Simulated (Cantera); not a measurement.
A closed system holds: 1 mol SiO2, 2.6 mol CO, 0.21 mol N2, held at 1 atm.

Cantera equilibrium calculation (NASA polynomials, part measured and part estimated; ideal gas, pure solids and liquids). Candidate condensed phases: C, Si, SiC, SiO2, Si2N2O, Si3N4; 34 gas species. The tables hold silica as quartz up to 1696 K and as liquid above; real silica turns to tridymite and cristobalite and melts near 1996 K. Rates play no part.

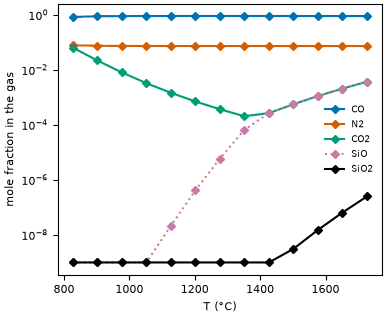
Figure. Equilibrium gas composition (values under 1e-9 drawn at 1e-9)

From 827 °C to 1352 °C the condensed part is C(graphite) + SiO2(β-quartz). From 1427 °C to 1652 °C the condensed part is SiO2(condensed). At 1727 °C the condensed part is SiO2(l).
